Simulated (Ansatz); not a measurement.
# GaH5OSe: two geometries relaxed

Are the two ends of the reaction (exchange4) separate minima, and which lies lower? Each is relaxed from a guess. Meant to form: Ga1–Se6, H5–O2; to break: Ga1–O2, H5–Se6. The start is a guess near the saddle point, from which both ends are pulled out.

All numbers below are computed with Ansatz 0.2.0 (RKS LDA/def2-SVP).

### 1 The structure to begin with

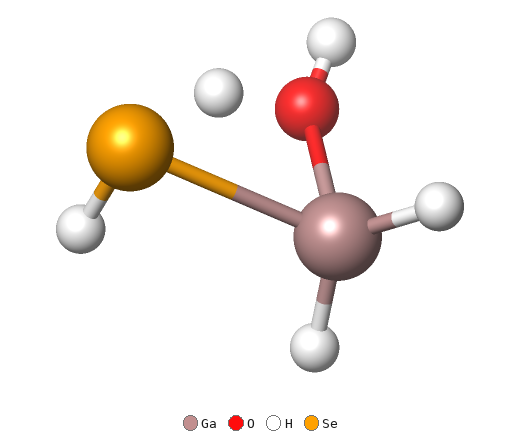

The starting structure, seen from a chosen angle (gallium pink, oxygen red, hydrogen white, selenium orange).

Structure file:

```xyz
8

Ga   -0.6270   -0.9958    0.1771
O    -0.6569    0.9871   -0.7640
H    -0.9934   -2.0909   -0.8529
H    -1.2329   -0.8001    1.5873
H     0.5919    0.9762   -0.5262
Se    2.0457   -0.0871    0.3246
H    -0.8510    1.5100   -1.5430
H     1.7236    0.5006    1.5972
```

### 2 A restrained relaxation towards end A

Springs on the bonds that form and break draw the guess towards this end; the thresholds are loose.

The input, input.yaml:

```yaml
crystal:
  periodic: [false, false, false]
  atoms:
    - { symbol: Ga, position_ang: [-0.627, -0.9958, 0.1771] }
    - { symbol: O, position_ang: [-0.6569, 0.9871, -0.764] }
    - { symbol: H, position_ang: [-0.9934, -2.0909, -0.8529] }
    - { symbol: H, position_ang: [-1.2329, -0.8001, 1.5873] }
    - { symbol: H, position_ang: [0.5919, 0.9762, -0.5262] }
    - { symbol: Se, position_ang: [2.0457, -0.0871, 0.3246] }
    - { symbol: H, position_ang: [-0.851, 1.51, -1.543] }
    - { symbol: H, position_ang: [1.7236, 0.5006, 1.5972] }
basis:
  gaussian: { orbitals: def2-SVP }
hamiltonian:
  xc: lda
relax:
  f_tol: 0.15
  max_steps: 25
  restrain:
    - { distance: [0, 5], at: 3.72, k: 30.0 }
    - { distance: [4, 1], at: 2.27, k: 30.0 }
    - { distance: [0, 1], at: 1.88, k: 30.0 }
    - { distance: [4, 5], at: 1.51, k: 30.0 }
```

On the command line:

```
$ ansatz run input.yaml --threads 2 --pin off --max-ram 3072MiB --backend cpu --events-out ev --progress --plain --runs-dir out
```

The program printed, cut to the lines that bear on the results:

```text
Warning: RAYON_NUM_THREADS=2 ignored (pool sized by the plan → 2); use --threads N
[...]
Functional definition: SPW92
[...]
1134 factors; their error is unknown
[...]
mean field -119648.48212293 eV, -4397.0006173637 hartree, gradient 4.2e-5 eV, S^2 0.000000; 0 other end points of the search recorded, 0 dependent functions left out
[...]
reference -119648.48215879 eV, -4397.0006186813 hartree; 39, 39 occupied and 64, 64 virtual orbitals, 1134 factors
relax step   1: F+E_penalty+E_count = -119648.48212293 eV  Δ(F+E_penalty+E_count) = +0.000e0 eV  max|allowed force component| = 2.954e0 eV/Å  E_restraint = 31.90237363 eV  max|allowed force component, restraints' pulls added| = 3.782e1 eV/Å  Δτ_max = 0.0000 Å  (28 SCF iters, accepted)
[...]
relax step   3: F+E_penalty+E_count = -119647.79803372 eV  Δ(F+E_penalty+E_count) = +7.414e-2 eV  max|allowed force component| = 2.993e0 eV/Å  E_restraint = 5.46195307 eV  max|allowed force component, restraints' pulls added| = 1.508e1 eV/Å  Δτ_max = 0.1949 Å  (31 SCF iters, accepted)
[...]
relax step   5: F+E_penalty+E_count = -119648.24105468 eV  Δ(F+E_penalty+E_count) = -1.919e-1 eV  max|allowed force component| = 1.134e0 eV/Å  E_restraint = 0.04453906 eV  max|allowed force component, restraints' pulls added| = 1.167e0 eV/Å  Δτ_max = 0.1907 Å  (28 SCF iters, accepted)
[...]
relax step   9: F+E_penalty+E_count = -119648.41820737 eV  Δ(F+E_penalty+E_count) = -2.196e-2 eV  max|allowed force component| = 1.017e0 eV/Å  E_restraint = 0.01933145 eV  max|allowed force component, restraints' pulls added| = 7.924e-2 eV/Å  Δτ_max = 0.0725 Å  (24 SCF iters, accepted)
  distance Ga 0 - Se 5 = 3.7103 Å
  distance H 4 - O 1 = 2.2646 Å
  distance Ga 0 - O 1 = 1.8464 Å
  distance H 4 - Se 5 = 1.5039 Å
1134 factors; their error is unknown
mean field -119648.41820737 eV, -4396.9982685103 hartree, gradient 7.5e-5 eV, S^2 0.000000; 1 other end points of the search recorded, 0 dependent functions left out
[...]
reference -119648.41824410 eV, -4396.9982698598 hartree; 39, 39 occupied and 64, 64 virtual orbitals, 1134 factors
Total energy: -119648.41824410 eV, -4396.9982698598 hartree
Atom 0 at    -1.136000    -0.815255     0.000689 Å, force     0.317503     1.016678    -0.414935 eV/Å
Atom 1 at    -1.022605     0.905807    -0.658293 Å, force     0.125599    -0.879997     0.403077 eV/Å
Atom 2 at    -1.206071    -1.938760    -1.086465 Å, force     0.004735    -0.021062     0.042217 eV/Å
Atom 3 at    -1.251694    -0.819868     1.552579 Å, force    -0.000110    -0.001618    -0.013486 eV/Å
Atom 4 at     1.191436     0.967769    -0.186302 Å, force    -0.023353    -0.096034     0.009057 eV/Å
Atom 5 at     2.408696     0.236654     0.309161 Å, force    -0.415698     0.011343    -0.086359 eV/Å
Atom 6 at    -0.998091     0.922275    -1.635439 Å, force    -0.011181    -0.029766     0.046156 eV/Å
Atom 7 at     2.014330     0.541378     1.704170 Å, force     0.002504     0.000456     0.014274 eV/Å
Dipole moment:    -0.088930    -0.086930    -0.121283 e Å
```

Wall time 11 s (2 threads of Arm Neoverse V2, shared host); peak memory 0.14 GiB.

Relaxation path:

```tsv
step	energy from step 1 (eV)	largest force component (eV/Å)
1	0.0000	2.9535
2	0.6099	2.4861
3	0.6841	2.9934
4	0.4330	2.1215
5	0.2411	1.1335
6	0.1336	0.8834
7	0.0897	1.0025
8	0.0859	1.0854
9	0.0639	1.0167
```

Step 1 is the start. Energies and forces in the table leave out the springs, which the log lists apart; the run stops on the force with the springs' pull added.

After: Bond lengths: Ga1–O2 1.846 Å, Ga1–H3 1.565 Å, Ga1–H4 1.556 Å, H5–Se6 1.504 Å, O2–H7 0.978 Å, Se6–H8 1.481 Å. Angles: Ga1–O2–H7 112.0°, O2–Ga1–H3 115.1°, O2–Ga1–H4 111.3°, H3–Ga1–H4 133.4°, H5–Se6–H8 89.7°.

Pairs that crossed the distance rule for bonds on the way: came closer H5–Se6; moved apart Ga1–Se6.

### 3 Relaxing end A

It starts where the restrained run ended.

The input, input.yaml:

```yaml
crystal:
  periodic: [false, false, false]
  atoms:
    - { symbol: Ga, position_ang: [-1.136, -0.815255, 0.000689] }
    - { symbol: O, position_ang: [-1.022605, 0.905807, -0.658293] }
    - { symbol: H, position_ang: [-1.206071, -1.93876, -1.086465] }
    - { symbol: H, position_ang: [-1.251694, -0.819868, 1.552579] }
    - { symbol: H, position_ang: [1.191436, 0.967769, -0.186302] }
    - { symbol: Se, position_ang: [2.408696, 0.236654, 0.309161] }
    - { symbol: H, position_ang: [-0.998091, 0.922275, -1.635439] }
    - { symbol: H, position_ang: [2.01433, 0.541378, 1.70417] }
basis:
  gaussian: { orbitals: def2-SVP }
hamiltonian:
  xc: lda
relax:
  f_tol: 0.03
  max_steps: 50
```

On the command line:

```
$ ansatz run input.yaml --threads 2 --pin off --max-ram 3072MiB --backend cpu --events-out ev --progress --plain --runs-dir out
```

The program printed, cut to the lines that bear on the results:

```text
Warning: RAYON_NUM_THREADS=2 ignored (pool sized by the plan → 2); use --threads N
[...]
Functional definition: SPW92
[...]
1134 factors; their error is unknown
[...]
mean field -119648.41820744 eV, -4396.9982685128 hartree, gradient 4.2e-5 eV, S^2 0.000000; 0 other end points of the search recorded, 0 dependent functions left out
[...]
reference -119648.41824441 eV, -4396.9982698715 hartree; 39, 39 occupied and 64, 64 virtual orbitals, 1134 factors
relax step   1: F+E_penalty+E_count = -119648.41820744 eV  Δ(F+E_penalty+E_count) = +0.000e0 eV  max|allowed force component| = 1.017e0 eV/Å  Δτ_max = 0.0000 Å  (27 SCF iters, accepted)
[...]
relax step   5: F+E_penalty+E_count = -119648.90951565 eV  Δ(F+E_penalty+E_count) = -8.277e-2 eV  max|allowed force component| = 8.092e-1 eV/Å  Δτ_max = 0.1951 Å  (34 SCF iters, accepted)
[...]
reference -119649.62123771 eV, -4397.0424790597 hartree; 39, 39 occupied and 64, 64 virtual orbitals, 1134 factors
Total energy: -119649.62123771 eV, -4397.0424790597 hartree
Atom 0 at    -0.442638    -0.820592     0.243919 Å, force     0.005583     0.009053     0.004097 eV/Å
Atom 1 at    -0.679179     1.064210    -0.637769 Å, force    -0.013281     0.002449     0.002305 eV/Å
Atom 2 at    -0.775073    -1.757001    -0.967748 Å, force    -0.000728    -0.009858    -0.005871 eV/Å
Atom 3 at    -1.210719    -0.685351     1.593712 Å, force     0.001336     0.001453     0.002632 eV/Å
Atom 4 at     0.322306     1.185490    -0.598896 Å, force     0.001170     0.000762     0.002124 eV/Å
Atom 5 at     1.892498    -0.312712     0.309494 Å, force     0.002151    -0.003172     0.004118 eV/Å
Atom 6 at    -0.913407     0.999511    -1.587570 Å, force     0.009250     0.001249     0.000201 eV/Å
Atom 7 at     1.806214     0.326445     1.644958 Å, force    -0.005481    -0.001935    -0.009605 eV/Å
Dipole moment:    -0.178295     0.390290    -0.361775 e Å
```

It took 19 s on 2 threads of Arm Neoverse V2, shared host; peak memory 0.13 GiB.

The steps of the relaxation:

```tsv
step	energy from step 1 (eV)	largest force component (eV/Å)
1	0.0000	1.0166
2	-0.1629	0.3330
3	-0.2851	0.7649
4	-0.4085	0.6088
5	-0.4913	0.8092
6	-0.6238	0.8567
7	-0.8179	1.2672
8	-1.0393	1.3244
9x	-0.9386	5.2576
10	-1.1445	1.0108
11	-1.1810	0.7351
12	-1.1993	0.1390
13x	-1.1962	0.1520
14	-1.2017	0.1044
15	-1.2027	0.0348
16	-1.2030	0.0133
```

Step 1 is the start. 2 steps were tried and not accepted (marked x).

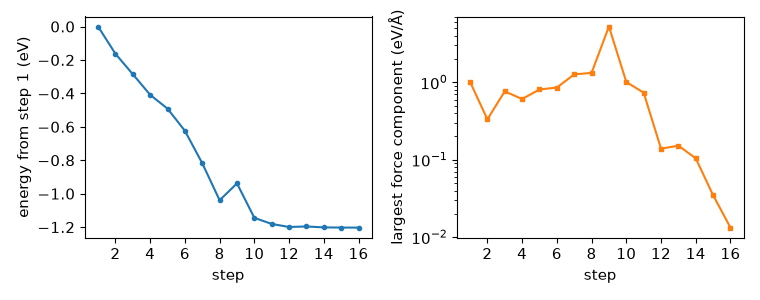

Energy and largest force along the relaxation.

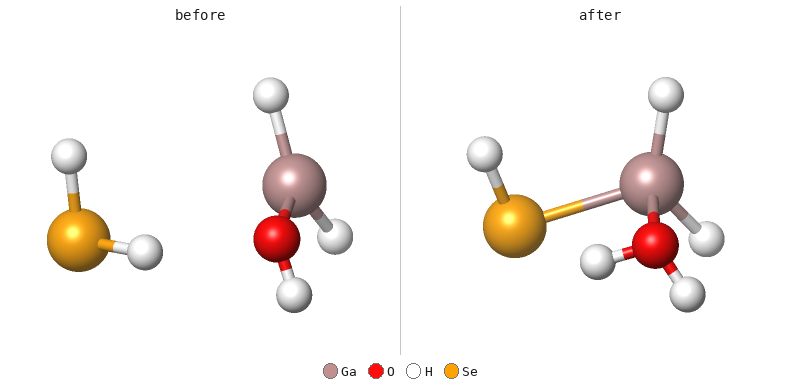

The structure before (left) and after (right), drawn at the same scale.

After: Bond lengths: Ga1–O2 2.094 Å, Ga1–H3 1.567 Å, Ga1–H4 1.559 Å, O2–H5 1.010 Å, Ga1–Se6 2.391 Å, O2–H7 0.980 Å, Se6–H8 1.483 Å. Angles: Ga1–O2–H5 88.8°, Ga1–O2–H7 112.1°, H5–O2–H7 106.4°, O2–Ga1–H3 100.9°, O2–Ga1–H4 103.3°, O2–Ga1–Se6 86.0°, H3–Ga1–H4 128.1°, H3–Ga1–Se6 110.8°, H4–Ga1–Se6 116.0°, Ga1–Se6–H8 93.4°.

Pairs that crossed the distance rule for bonds on the way: came closer Ga1–Se6, O2–H5; moved apart H5–Se6.

[end of part 1 of 2]
